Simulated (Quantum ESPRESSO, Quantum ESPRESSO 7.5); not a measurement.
# Zr(0001), 4 layers: vacuum convergence

Which setting serves for Zr(0001), 4 layers? The runs below step through one kind of setting.

Method: plane-wave DFT, PBE, GBRV ultrasoft pseudopotentials, in Quantum ESPRESSO 7.5.

## (1) Starting point

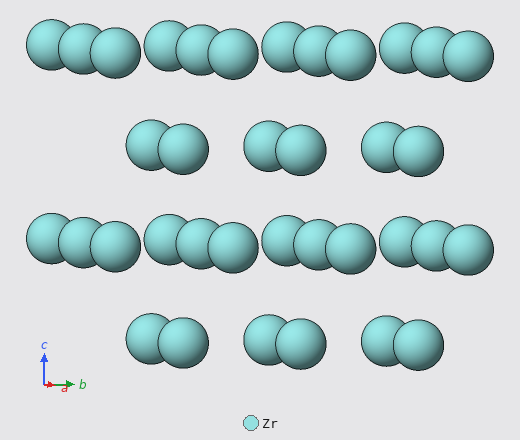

The starting structure, seen from the side, with the c axis up (zirconium light teal). 2×3×1 cells are drawn. Some periodic images of atoms are drawn too.

The cell holds 4 atoms: 4 Zr. Cell: a = 3.230 Å, b = 3.230 Å, c = 31.718 Å, α = 90.0°, β = 90.0°, γ = 60.0°. It derives from Zr. Vacuum lies along c.

## (2) Ground state: 24 Å of vacuum

The first run is the reference of the series.

File c0.in:

```
&control
  prefix = 'c0'
  outdir = './out'
  pseudo_dir = './pseudo'
  calculation = 'scf'
  tprnfor = .true.
/
&system
  ibrav = 0
  nat = 4
  ntyp = 1
  ecutwfc = 40
  ecutrho = 200
  occupations = 'smearing'
  smearing = 'mv'
  degauss = 0.02
/
&electrons
  conv_thr = 1e-07
  mixing_beta = 0.4
  electron_maxstep = 120
  mixing_mode = 'local-TF'
/
ATOMIC_SPECIES
  Zr  91.2240  zr_pbe_v1.uspp.F.UPF
CELL_PARAMETERS angstrom
  3.23000000000000 0.00000000000000 0.00000000000000
  1.61500000000000 2.79726205422374 0.00000000000000
  0.00000000000000 0.00000000000000 31.71808500000000
ATOMIC_POSITIONS crystal
  Zr  0.666666666700 0.666666666700 0.378333055101
  Zr  0.000000000000 0.000000000000 0.459444351700
  Zr  0.666666666700 0.666666666700 0.540555648300
  Zr  0.000000000000 0.000000000000 0.621666944899
K_POINTS automatic
  12 12 1 0 0 0
```

Run with:

```console
$ OMP_NUM_THREADS=1 mpirun -n 4 pw.x -nk 4 -in c0.in > c0.out
```

What it wrote:

```text
Program PWSCF v.7.5 starts
[citation notice left out]

     Parallel version (MPI & OpenMP), running on       4 processor cores
     Number of MPI processes:                 4
     Threads/MPI process:                     1

     MPI processes distributed on     1 nodes
[...]
Current dimensions of program PWSCF are:
     Max number of different atomic species (ntypx) = 10
     Max number of k-points (npk) =  40000
     Max angular momentum in pseudopotentials (lmaxx) =  4
     Message from routine setup:
     using ibrav=0 with symmetry is DISCOURAGED, use correct ibrav instead

     K-points division:     npool     =       4
     Subspace diagonalization in iterative solution of the eigenvalue problem:
     a serial algorithm will be used

     G-vector sticks info
     --------------------
     sticks:   dense  smooth     PW     G-vecs:    dense   smooth      PW
     Sum         511     421    121                92483    66289   11559

     Using Slab Decomposition

     bravais-lattice index     =            0
     lattice parameter (alat)  =       6.1038  a.u.
     unit-cell volume          =    1933.9233 (a.u.)^3
     number of atoms/cell      =            4
     number of atomic types    =            1
     number of electrons       =        48.00
     number of Kohn-Sham states=           29
     kinetic-energy cutoff     =      40.0000  Ry
     charge density cutoff     =     200.0000  Ry
     scf convergence threshold =      1.0E-07
     mixing beta               =       0.4000
     number of iterations used =            8  local-TF  mixing
     Exchange-correlation= SLA  PW   PBE  PBE
                           (   1   4   3   4   0   0   0)

     celldm(1)=   6.103815  celldm(2)=   0.000000  celldm(3)=   0.000000
     celldm(4)=   0.000000  celldm(5)=   0.000000  celldm(6)=   0.000000

     crystal axes: (cart. coord. in units of alat)
               a(1) = (   1.000000   0.000000   0.000000 )
               a(2) = (   0.500000   0.866025   0.000000 )
               a(3) = (   0.000000   0.000000   9.819841 )

     reciprocal axes: (cart. coord. in units 2 pi/alat)
               b(1) = (  1.000000 -0.577350  0.000000 )
               b(2) = (  0.000000  1.154701  0.000000 )
               b(3) = (  0.000000  0.000000  0.101835 )

     PseudoPot. # 1 for Zr read from file:
     ./pseudo/zr_pbe_v1.uspp.F.UPF
     Pseudo is Ultrasoft + core correction, Zval = 12.0
     Generated by new atomic code, or converted to UPF format
     Using radial grid of  887 points,  6 beta functions with:
                l(1) =   0
                l(2) =   0
                l(3) =   1
                l(4) =   1
                l(5) =   2
                l(6) =   2
     Q(r) pseudized with  6 coefficients,  rinner =    1.200   1.200   1.200
                                                       1.200   1.200

     atomic species   valence    mass     pseudopotential
     Zr               12.00    91.22400     Zr( 1.00)

     12 Sym. Ops., with inversion, found ( 6 have fractional translation)

   Cartesian axes

     site n.     atom                  positions (alat units)
         1        Zr     tau(   1) = (   1.0000000   0.5773503   3.7151703  )
         2        Zr     tau(   2) = (   0.0000000   0.0000000   4.5116703  )
         3        Zr     tau(   3) = (   1.0000000   0.5773503   5.3081703  )
         4        Zr     tau(   4) = (   0.0000000   0.0000000   6.1046703  )

     number of k points=    19  Marzari-Vanderbilt smearing, width (Ry)=  0.0200
                       cart. coord. in units 2pi/alat
        k(    1) = (   0.0000000   0.0000000   0.0000000), wk =   0.0138889
        k(    2) = (   0.0000000   0.0962250   0.0000000), wk =   0.0833333
        k(    3) = (   0.0000000   0.1924501   0.0000000), wk =   0.0833333
        k(    4) = (   0.0000000   0.2886751   0.0000000), wk =   0.0833333
        k(    5) = (   0.0000000   0.3849002   0.0000000), wk =   0.0833333
        k(    6) = (   0.0000000   0.4811252   0.0000000), wk =   0.0833333
        k(    7) = (   0.0000000  -0.5773503   0.0000000), wk =   0.0416667
        k(    8) = (   0.0833333   0.1443376   0.0000000), wk =   0.0833333
        k(    9) = (   0.0833333   0.2405626   0.0000000), wk =   0.1666667
        k(   10) = (   0.0833333   0.3367877   0.0000000), wk =   0.1666667
[...]
k(   19) = (   0.3333333  -0.5773503   0.0000000), wk =   0.0277778

     Dense  grid:    92483 G-vectors     FFT dimensions: (  27,  27, 270)

     Smooth grid:    66289 G-vectors     FFT dimensions: (  27,  27, 243)

     Estimated max dynamical RAM per process >     153.79 MB

     Estimated total dynamical RAM >     547.41 MB

     Initial potential from superposition of free atoms

     starting charge      47.9914, renormalised to      48.0000

     negative rho (up, down):  2.468E-01 0.000E+00
     Starting wfcs are   52 randomized atomic wfcs

     total cpu time spent up to now is        2.0 secs

     per-process dynamical memory:    72.3 Mb

     Self-consistent Calculation

     iteration #  1     ecut=    40.00 Ry     beta= 0.40
     Davidson diagonalization with overlap
     ethr =  1.00E-02,  avg # of iterations =  2.0

     negative rho (up, down):  2.458E-01 0.000E+00

     total cpu time spent up to now is        5.2 secs

     total energy              =    -396.49723882 Ry
     estimated scf accuracy    <       3.86544051 Ry

     iteration #  2     ecut=    40.00 Ry     beta= 0.40
[...]
negative rho (up, down):  2.461E-01 0.000E+00

[...]
total energy              =    -396.45310602 Ry
     estimated scf accuracy    <       0.98599733 Ry

     iteration #  3     ecut=    40.00 Ry     beta= 0.40
[...]
negative rho (up, down):  2.486E-01 0.000E+00

[...]
total energy              =    -396.45541895 Ry
     estimated scf accuracy    <       0.13827833 Ry

     iteration #  4     ecut=    40.00 Ry     beta= 0.40
[...]
negative rho (up, down):  2.499E-01 0.000E+00

[...]
total energy              =    -396.46806903 Ry
     estimated scf accuracy    <       0.12913523 Ry

     iteration #  5     ecut=    40.00 Ry     beta= 0.40
[...]
negative rho (up, down):  2.502E-01 0.000E+00

[...]
total energy              =    -396.46887888 Ry
     estimated scf accuracy    <       0.06537500 Ry

     iteration #  6     ecut=    40.00 Ry     beta= 0.40
[...]
negative rho (up, down):  2.504E-01 0.000E+00

[...]
total energy              =    -396.47867714 Ry
     estimated scf accuracy    <       0.06441830 Ry

     iteration #  7     ecut=    40.00 Ry     beta= 0.40
[...]
negative rho (up, down):  2.503E-01 0.000E+00

[...]
total energy              =    -396.48096324 Ry
     estimated scf accuracy    <       0.05704098 Ry

     iteration #  8     ecut=    40.00 Ry     beta= 0.40
[...]
negative rho (up, down):  2.496E-01 0.000E+00

[...]
total energy              =    -396.47239906 Ry
     estimated scf accuracy    <       0.08828447 Ry

     iteration #  9     ecut=    40.00 Ry     beta= 0.40
[...]
negative rho (up, down):  2.520E-01 0.000E+00

[...]
total energy              =    -396.47348818 Ry
     estimated scf accuracy    <       0.01379626 Ry

     iteration # 10     ecut=    40.00 Ry     beta= 0.40
[...]
negative rho (up, down):  2.622E-01 0.000E+00

[...]
total energy              =    -396.47307807 Ry
     estimated scf accuracy    <       0.02171861 Ry

     iteration # 11     ecut=    40.00 Ry     beta= 0.40
[...]
negative rho (up, down):  2.694E-01 0.000E+00

[...]
total energy              =    -396.47327717 Ry
     estimated scf accuracy    <       0.02191750 Ry

     iteration # 12     ecut=    40.00 Ry     beta= 0.40
[...]
negative rho (up, down):  2.626E-01 0.000E+00

[...]
total energy              =    -396.47135090 Ry
     estimated scf accuracy    <       0.02410269 Ry

     iteration # 13     ecut=    40.00 Ry     beta= 0.40
[...]
negative rho (up, down):  2.586E-01 0.000E+00

[...]
total energy              =    -396.47190578 Ry
     estimated scf accuracy    <       0.00120473 Ry

     iteration # 14     ecut=    40.00 Ry     beta= 0.40
[...]
negative rho (up, down):  2.533E-01 0.000E+00

[...]
total energy              =    -396.47200654 Ry
     estimated scf accuracy    <       0.00018941 Ry

     iteration # 15     ecut=    40.00 Ry     beta= 0.40
[...]
negative rho (up, down):  2.511E-01 0.000E+00

[...]
total energy              =    -396.47197617 Ry
     estimated scf accuracy    <       0.00019595 Ry

     iteration # 16     ecut=    40.00 Ry     beta= 0.40
[...]
negative rho (up, down):  2.508E-01 0.000E+00

[...]
total energy              =    -396.47199251 Ry
     estimated scf accuracy    <       0.00000168 Ry

     iteration # 17     ecut=    40.00 Ry     beta= 0.40
[...]
negative rho (up, down):  2.507E-01 0.000E+00

[...]
total energy              =    -396.47199389 Ry
     estimated scf accuracy    <       0.00000084 Ry

     iteration # 18     ecut=    40.00 Ry     beta= 0.40
[...]
negative rho (up, down):  2.506E-01 0.000E+00

[...]
total energy              =    -396.47199400 Ry
     estimated scf accuracy    <       0.00000209 Ry

     iteration # 19     ecut=    40.00 Ry     beta= 0.40
[...]
negative rho (up, down):  2.506E-01 0.000E+00

[...]
total energy              =    -396.47199415 Ry
     estimated scf accuracy    <       0.00000029 Ry

     iteration # 20     ecut=    40.00 Ry     beta= 0.40
[...]
negative rho (up, down):  2.506E-01 0.000E+00

[...]
End of self-consistent calculation

          k = 0.0000 0.0000 0.0000 (  8245 PWs)   bands (ev):

   -47.1625 -47.1618 -46.8116 -46.7341 -25.4523 -25.3578 -24.9415 -24.7901
   -24.7901 -24.7894 -24.7894 -24.5288 -24.4822 -24.4822 -24.4118 -24.4118
    -3.3523  -2.5005  -1.5968  -1.1301   1.7286   1.9210   2.2927   2.6856
     2.6997   2.6998   2.7456   2.7470   2.8317

          k = 0.0000 0.0962 0.0000 (  8245 PWs)   bands (ev):

   -47.1567 -47.1561 -46.8050 -46.7299 -25.4372 -25.3504 -24.9527 -24.8404
   -24.8248 -24.8013 -24.8004 -24.5574 -24.4989 -24.4949 -24.4541 -24.4198
    -3.1623  -2.3165  -1.4075  -0.9433   1.6574   1.9227   2.0993   2.3558
     2.5033   2.5485   2.8026   2.8433   2.9052

          k = 0.0000 0.1925 0.0000 (  8213 PWs)   bands (ev):

   -47.1409 -47.1404 -46.7869 -46.7184 -25.3957 -25.3317 -25.0205 -24.9722
   -24.8887 -24.8318 -24.8305 -24.6672 -24.5617 -24.5285 -24.5134 -24.4425
    -2.6337  -1.8201  -0.9079  -0.4569   1.3592   1.5410   1.8060   1.9685
     2.1613   2.1810   2.6772   2.9370   3.1952

          k = 0.0000 0.2887 0.0000 (  8223 PWs)   bands (ev):

   -47.1192 -47.1189 -46.7613 -46.7033 -25.3422 -25.3134 -25.1640 -25.1433
   -24.9464 -24.8731 -24.8712 -24.8131 -24.6729 -24.5729 -24.5346 -24.4744
    -1.9013  -1.2084  -0.3877  -0.0059   0.9269   1.1495   1.3299   1.6927
     1.8890   2.1798   2.6710   2.7051   3.2634

          k = 0.0000 0.3849 0.0000 (  8264 PWs)   bands (ev):

   -47.0974 -47.0972 -46.7343 -46.6894 -25.3521 -25.3304 -25.2905 -25.2625
   -25.0279 -24.9383 -24.9141 -24.9114 -24.7249 -24.6161 -24.5653 -24.5068
    -1.2243  -0.8265  -0.3078  -0.0623   0.5813   0.9063   1.0684   1.9023
     2.0181   2.4612   2.6989   2.9018   3.0377

          k = 0.0000 0.4811 0.0000 (  8280 PWs)   bands (ev):

   -47.0814 -47.0813 -46.7128 -46.6809 -25.4541 -25.4358 -25.3296 -25.2647
   -25.0685 -25.0125 -24.9438 -24.9406 -24.7293 -24.6471 -24.5988 -24.5308
    -0.8958  -0.7656  -0.4600  -0.2778   0.3457   0.7299   1.0379   1.9151
     2.4039   2.8544   3.0423   3.0593   3.4391

[...]
the Fermi energy is     1.8788 ev

!    total energy              =    -396.47199417 Ry
     estimated scf accuracy    <       0.00000004 Ry
     smearing contrib. (-TS)   =      -0.00341333 Ry
     internal energy E=F+TS    =    -396.46858084 Ry

     The total energy is F=E-TS. E is the sum of the following terms:
     one-electron contribution =   -4242.62516476 Ry
     hartree contribution      =    2118.11238459 Ry
     xc contribution           =     -70.87077801 Ry
     ewald contribution        =    1798.91497734 Ry

     convergence has been achieved in  20 iterations

     negative rho (up, down):  2.506E-01 0.000E+00

     Forces acting on atoms (cartesian axes, Ry/au):

     atom    1 type  1   force =     0.00000000    0.00000000    0.01634140
     atom    2 type  1   force =     0.00000000    0.00000000   -0.02540046
     atom    3 type  1   force =     0.00000000    0.00000000    0.02540046
     atom    4 type  1   force =     0.00000000    0.00000000   -0.01634140

     Total force =     0.042714     Total SCF correction =     0.001096

[...]
=------------------------------------------------------------------------------=
   JOB DONE.
=------------------------------------------------------------------------------=
```

The job ended after 67 s (4 MPI ranks of Arm Neoverse V1, shared host; peak memory 0.67 GiB; 4.5 min of CPU time).

This step gave:

```
free energy  : -5394.2763 eV
Fermi energy : 1.879 eV
```

The program's own clock; routines nest. Time by routine:

```csv
routine,wall time (s),calls
PWSCF,66.4,1
electrons,63.98,1
c_bands,39.03,20
cegterg,36.11,100
fftw,30.31,16206
h_psi,30.16,391
vloc_psi,26.48,391
mix_rho,12.06,20
sum_band,9.22,20
ffts,8.5,2378
calbec,2.64,511
newd,2.01,21
init_run,1.89,1
add_vuspsi,1.83,391
```

The run needed 20 iterations to bring the estimated error under 1e-07 Ry; the largest force on any atom, held or free, is 0.65 eV/Å.

## (3) Potential by pp.x

The vacuum level is read from the electrostatic potential (plot_num = 11), averaged over planes.

File c0.pot.in:

```
&inputpp
  prefix = 'c0'
  outdir = './out'
  filplot = 'c0.pot.dat'
  plot_num = 11
/
```

Run with:

```console
$ OMP_NUM_THREADS=1 mpirun -n 4 pp.x -in c0.pot.in > c0.pot.out
```

What it wrote:

```text
[banner, memory and clock lines left out]
Program POST-PROC v.7.5 starts

          URL

     ./out/c0.save/

     IMPORTANT: XC functional enforced from input :
     Exchange-correlation= PBE
                           (   1   4   3   4   0   0   0)
     Any further DFT definition will be discarded
     Please, verify this is what you really want

     negative rho (up, down):  2.506E-01 0.000E+00

     Calling punch_plot, plot_num =  11
     Writing data to file  c0.pot.dat
     Message from routine chdens:
     namelist plot not found or invalid, exiting
```

Wall time 0.89 s (4 MPI ranks); peak memory 0.11 GiB.

Read from the output:

- potential in the middle of the vacuum, over the Fermi level: 4.167 eV

The potential energy, planar mean oscillates, so the rows of the table below give means over windows of 2.5 Å about each position, cut where the curve ends. Its maxima inside the range that stand out by 2 % of the span (Å: eV): 13.3: -0.136, 15.9: -0.300, 18.4: -0.136. Its minima: 12.0: -26.8, 14.6: -26.6, 17.2: -26.6, 19.7: -26.8.

Electrostatic potential energy of an electron; zero at the Fermi level. Potential energy, planar mean against z; means over each step:

```csv
z (Å),"potential energy, planar mean (eV)"
0.0,4.17
2.5,4.17
5.0,4.17
7.5,4.16
10.0,2.20
12.5,-11.3
15.0,-11.2
17.5,-11.2
20.0,-11.2
22.5,3.77
25.0,4.17
27.5,4.17
30.0,4.17
```

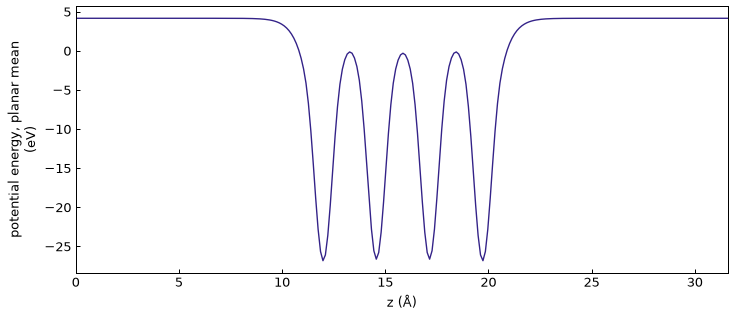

Potential energy, planar mean, plotted against z.

Inside the slab this potential holds the local part of the pseudopotentials, which can be repulsive at the nuclei; only its value in the vacuum has a meaning of its own.

## (4) Self-consistent run: 18 Å of vacuum

File c2.in:

```
&control
  prefix = 'c2'
  outdir = './out'
  pseudo_dir = './pseudo'
  calculation = 'scf'
  tprnfor = .true.
/
&system
  ibrav = 0
  nat = 4
  ntyp = 1
  ecutwfc = 40
  ecutrho = 200
  occupations = 'smearing'
  smearing = 'mv'
  degauss = 0.02
/
&electrons
  conv_thr = 1e-07
  mixing_beta = 0.4
  electron_maxstep = 120
  mixing_mode = 'local-TF'
/
ATOMIC_SPECIES
  Zr  91.2240  zr_pbe_v1.uspp.F.UPF
CELL_PARAMETERS angstrom
  3.23000000000000 0.00000000000000 0.00000000000000
  1.61500000000000 2.79726205422374 0.00000000000000
  0.00000000000000 0.00000000000000 25.71808500000000
ATOMIC_POSITIONS crystal
  Zr  0.666666666700 0.666666666700 0.349948295139
  Zr  0.000000000000 0.000000000000 0.449982765046
  Zr  0.666666666700 0.666666666700 0.550017234954
  Zr  0.000000000000 0.000000000000 0.650051704861
K_POINTS automatic
  12 12 1 0 0 0
```

Run with:

```console
$ OMP_NUM_THREADS=1 mpirun -n 4 pw.x -nk 4 -in c2.in > c2.out
```

What it wrote:

```text
[banner, memory and clock lines left out]
Program PWSCF v.7.5 starts
[...]
Message from routine setup:
[...]
number of electrons       =        48.00
     number of Kohn-Sham states=           29
     kinetic-energy cutoff     =      40.0000  Ry
     charge density cutoff     =     200.0000  Ry
[...]
number of k points=    19  Marzari-Vanderbilt smearing, width (Ry)=  0.0200
[...]
Dense  grid:    74985 G-vectors     FFT dimensions: (  27,  27, 225)
[...]
negative rho (up, down):  2.399E-01 0.000E+00
     Starting wfcs are   52 randomized atomic wfcs
[...]
negative rho (up, down):  2.392E-01 0.000E+00
[...]
estimated scf accuracy    <       3.87147982 Ry
[...]
negative rho (up, down):  2.393E-01 0.000E+00
[...]
estimated scf accuracy    <       0.97459627 Ry
[...]
negative rho (up, down):  2.416E-01 0.000E+00
[...]
estimated scf accuracy    <       0.13800490 Ry
[...]
negative rho (up, down):  2.429E-01 0.000E+00
[...]
estimated scf accuracy    <       0.12402155 Ry
[...]
negative rho (up, down):  2.434E-01 0.000E+00
[...]
estimated scf accuracy    <       0.06978005 Ry
[...]
negative rho (up, down):  2.438E-01 0.000E+00
[...]
estimated scf accuracy    <       0.06707449 Ry
[...]
negative rho (up, down):  2.437E-01 0.000E+00
[...]
estimated scf accuracy    <       0.05645806 Ry
[...]
negative rho (up, down):  2.460E-01 0.000E+00
[...]
estimated scf accuracy    <       0.08168457 Ry
[...]
negative rho (up, down):  2.491E-01 0.000E+00
[...]
estimated scf accuracy    <       0.00508205 Ry
[...]
negative rho (up, down):  2.456E-01 0.000E+00
[...]
estimated scf accuracy    <       0.00295892 Ry
[...]
negative rho (up, down):  2.494E-01 0.000E+00
[...]
estimated scf accuracy    <       0.01252945 Ry
[...]
negative rho (up, down):  2.459E-01 0.000E+00
[...]
estimated scf accuracy    <       0.01803747 Ry
[...]
negative rho (up, down):  2.454E-01 0.000E+00
[...]
estimated scf accuracy    <       0.00114266 Ry
[...]
negative rho (up, down):  2.436E-01 0.000E+00
[...]
estimated scf accuracy    <       0.00001468 Ry
[...]
negative rho (up, down):  2.435E-01 0.000E+00
[...]
estimated scf accuracy    <       0.00000080 Ry
[...]
negative rho (up, down):  2.435E-01 0.000E+00
[...]
estimated scf accuracy    <       0.00000017 Ry
[...]
negative rho (up, down):  2.435E-01 0.000E+00
[...]
estimated scf accuracy    <       0.00000017 Ry
[...]
negative rho (up, down):  2.435E-01 0.000E+00
[...]
the Fermi energy is     3.2885 ev
!    total energy              =    -396.47199486 Ry
     estimated scf accuracy    <          1.1E-09 Ry
     smearing contrib. (-TS)   =      -0.00341373 Ry
     internal energy E=F+TS    =    -396.46858113 Ry
[...]
one-electron contribution =   -2758.26104465 Ry
     hartree contribution      =    1378.42249574 Ry
     xc contribution           =     -70.87083985 Ry
     ewald contribution        =    1054.24080763 Ry
     convergence has been achieved in  18 iterations
     negative rho (up, down):  2.435E-01 0.000E+00
[...]
Total force =     0.042778     Total SCF correction =     0.000048
[...]
```

The job ended after 46 s (4 MPI ranks; peak memory 0.45 GiB).

This step gave:

```
Fermi energy : 3.288 eV
```

The program's own clock; routines nest. Time by routine:

```csv
routine,wall time (s),calls
PWSCF,45.56,1
electrons,43.62,1
c_bands,27.51,18
cegterg,25.26,90
h_psi,20.81,357
fftw,20.41,14818
vloc_psi,18.07,357
mix_rho,7.16,18
sum_band,6.26,18
ffts,4.92,1870
calbec,1.98,467
init_run,1.49,1
newd,1.47,19
add_vuspsi,1.36,357
```

## (5) Potential by pp.x

File c2.pot.in:

```
&inputpp
  prefix = 'c2'
  outdir = './out'
  filplot = 'c2.pot.dat'
  plot_num = 11
/
```

Run with:

```console
$ OMP_NUM_THREADS=1 mpirun -n 4 pp.x -in c2.pot.in > c2.pot.out
```

It took 0.85 s on 4 MPI ranks; peak memory 0.1 GiB; 3.1 s of CPU time.

Numbers from this step:

```
potential in the middle of the vacuum, over the Fermi level : 4.166 eV
```

Counted from each run's own zero (the Fermi level), the vacuum level differs from the first run's by -1 meV.

(Part 1 of 2 ends here.)

[Logs are printed without paths, hosts, clocks, repeated set-up lines and the standing remarks that a program may print on its own settings, such as how far it seeks lower states.]

[Hosts, paths, dates, database ids (printed as entryN), source tags and the programs' standing remarks are cut or masked in the printed files.]

[Maps of the electrostatic potential energy from Ansatz leave out the sawtooth potential of an applied field or a dipole correction, so their vacuum need not be flat; planar profiles and work functions include it.]
